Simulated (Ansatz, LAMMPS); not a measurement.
# Liquid mixture of sulfolane and H2O at 340 K (192 atoms): a short ab initio trajectory, part 2 of 2

How do the atoms of liquid mixture of sulfolane and H2O at 340 K (192 atoms) move, and what local order do they keep?

Ansatz 0.2.0; Kohn-Sham DFT, PBE+D4, PAW (set soft_2), plane waves.

The cell: 28 O, 12 S, 48 C and 104 H. The network of contacts between molecules at the start is that of the classical potential that made the cell. The density was typed from a rule of thumb and may lie off the real one at this temperature. Only the Γ point is sampled, in a cell whose shortest periodic width is 13 Å.

So far, density (g/cm³): step 4 (local order late in the run) 1.21.

### Step 5. Single point at the last frame (continued)

Neighbours are counted within 1.34 Å (H-C), 1.21 Å (H-O), 1.85 Å (C-C), 2.21 Å (C-S), 1.93 Å (O-S), the cutoffs taken from the dynamics.

Length of the force by element and coordination:

| element | coordination | atoms | mean length of the force (eV/Å) | spread | least | most |
| --- | --- | --- | --- | --- | --- | --- |
| C | all | 48 | 1.99 | 0.879 | 0.492 | 4.43 |
| H | all | 104 | 1.03 | 0.553 | 0.198 | 3.78 |
| O | all | 28 | 1.34 | 0.692 | 0.449 | 2.81 |
| O | 1 | 24 | 1.35 | 0.648 | 0.449 | 2.81 |
| O | 2 | 4 | 1.26 | 0.909 | 0.539 | 2.78 |
| S | all | 12 | 2.27 | 0.906 | 0.935 | 4.01 |

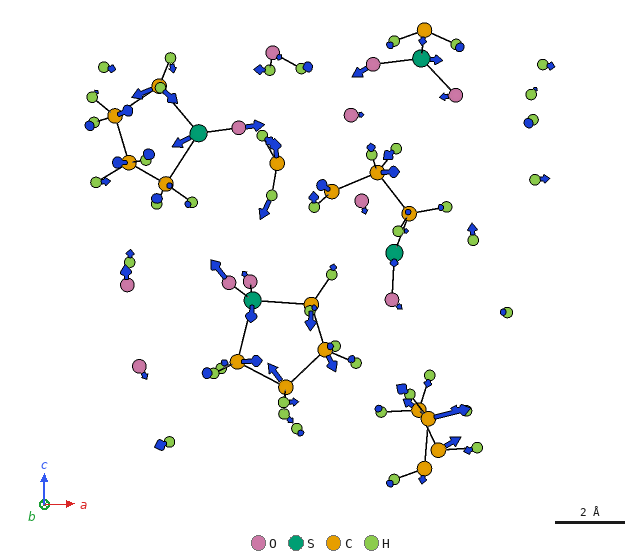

Forces as arrows; the longest in the cell is 4.43 eV/Å. Drawn is a slice 4 Å thick, seen along the normal of the ac plane. Bonds to atoms that aren't drawn are left out.

Löwdin charges by element and coordination (they lack the spilled electrons, 0.050 e an atom on average):

| element | coordination | atoms | mean charge (e) | spread | least | most |
| --- | --- | --- | --- | --- | --- | --- |
| C | all | 48 | -0.360 | 0.0935 | -0.483 | -0.239 |
| H | all | 104 | 0.221 | 0.0534 | 0.151 | 0.401 |
| O | all | 28 | -0.748 | 0.0148 | -0.771 | -0.714 |
| O | 1 | 24 | -0.751 | 0.0129 | -0.771 | -0.727 |
| O | 2 | 4 | -0.730 | 0.0116 | -0.745 | -0.714 |
| S | all | 12 | 2.07 | 0.0319 | 2.02 | 2.11 |

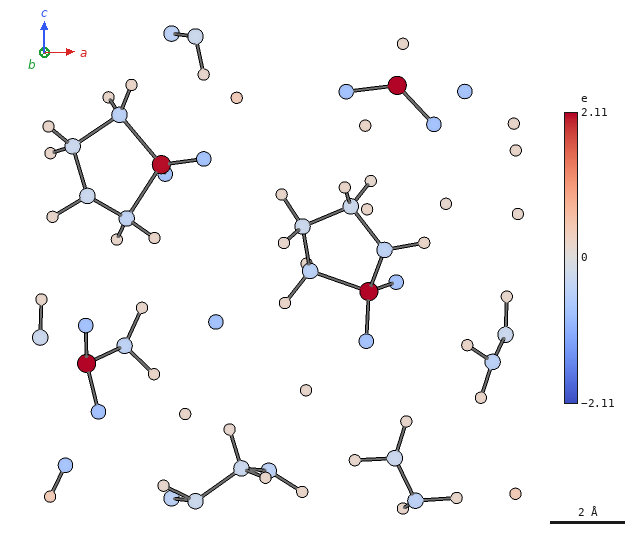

Atoms coloured by Löwdin charge. Drawn is a slice 4 Å thick, seen along the normal of the ac plane. Bonds to atoms that aren't drawn are left out.

States in the cell by windows of 1 eV, zero at the Fermi level; the larger projections on atomic orbitals stand beside the total:

| from (eV) | to (eV) | total | C p | O p | H s | S p |
| --- | --- | --- | --- | --- | --- | --- |
| -10 | -9 | 0.2 | 0.1 | 0.0 | 0.1 | 0.0 |
| -9 | -8 | 38.7 | 10.7 | 2.5 | 9.1 | 2.6 |
| -8 | -7 | 9.7 | 2.5 | 1.2 | 2.1 | 0.2 |
| -7 | -6 | 39.3 | 16.2 | 8.7 | 6.4 | 4.0 |
| -6 | -5 | 42.8 | 15.6 | 11.4 | 7.2 | 4.5 |
| -5 | -4 | 63.4 | 24.8 | 17.4 | 10.0 | 6.5 |
| -4 | -3 | 44.9 | 24.8 | 8.0 | 9.5 | 0.8 |
| -3 | -2 | 59.1 | 31.3 | 13.1 | 12.3 | 0.3 |
| -2 | -1 | 65.4 | 12.9 | 42.3 | 7.1 | 0.4 |
| -1 | 0 | 42.5 | 9.6 | 28.7 | 2.2 | 0.4 |
| 0 | 1 | 2.1 | 0.7 | 1.3 | 0.1 | 0.0 |
| 1 | 4 | 0.0 | 0.0 | 0.0 | 0.0 | 0.0 |
| 4 | 5 | 0.4 | 0.0 | 0.0 | 0.1 | 0.1 |

With fixed occupations the program's Fermi level is the highest filled level; weight inside the gap is the broadening of levels at its edges.

Between -23 and -10 eV lie 128 more states.

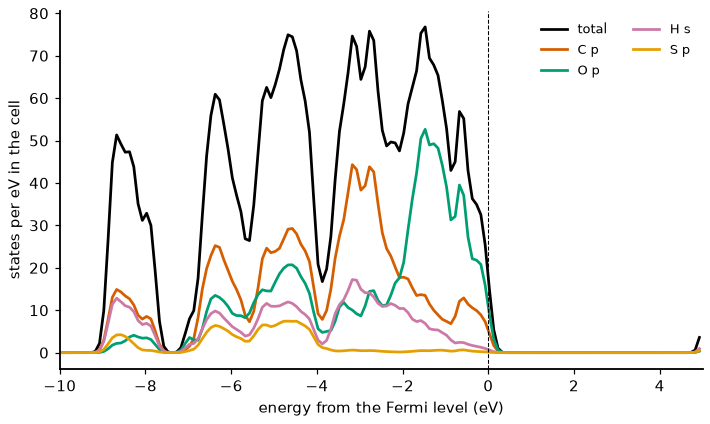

Total and projected density of states, with the broadening of the input.

The levels nearest the highest filled one (over half full), pooled over k-points and spins:

| level less the highest filled one (eV) | occupation |
| --- | --- |
| -0.302 | 2 |
| -0.254 | 2 |
| -0.194 | 2 |
| -0.155 | 2 |
| -0.077 | 2 |
| 0 | 2 |
| 5.08 | 0 |
| 5.16 | 0 |
| 5.31 | 0 |
| 5.56 | 0 |
| 5.60 | 0 |
| 5.63 | 0 |

Mean Löwdin charges: C -0.36, H +0.22, O -0.75, S +2.07 e (they miss 1.8 % of the electrons, so they add up to more than the cell's charge). The largest share in the top eV of filled states is O p (69 % of the projected weight), and in the lowest eV of empty states H s (36 % of the projected weight).

### Step 6. Summary of results

```yaml
mean_temperature_second_half: 372.4 K
temperature_swing_second_half: 15.98 K
slope_of_the_conserved_energy_against_time_by_least_squares: -0.1323 meV/atom/ps
free_energy_per_atom: -210.4825 eV/atom
pressure: 1.008 GPa
r_m_s_force_component: 0.9358 eV/Å
spacing_of_highest_filled_and_lowest_empty_level: 5.079 eV
wall_time_of_the_3_dft_runs: 42 min
```

Over the second half of 90 fs the temperature averages 372 K with swings of 16 K r.m.s. The conserved energy stays within 0.11 meV/atom. The run spans 0.09 ps, too short for its means to be equilibrium values. Counting bonds as in the table, all C atoms have 4, all H atoms have 1, 86 % of O atoms have 1 and all S atoms have 4 bonded neighbours. Between filled and empty levels lie 5.08 eV (at Γ alone); a semilocal functional tends to put such gaps too low. In a disordered cell it changes from sample to sample and from frame to frame.

**Limits.** The network of contacts between molecules at the start is that of the classical potential that made the cell; DFT moved the atoms only locally, and no bond changed. The pressure of a single frame lacks the kinetic term, about 0.47 GPa here.

[Logs are printed without paths, hosts, clocks, repeated set-up lines and the standing remarks that a program may print on its own settings, such as how far it seeks lower states.]

[Hosts, paths, dates, database ids (printed as entryN), source tags and the programs' standing remarks are cut or masked in the printed files.]
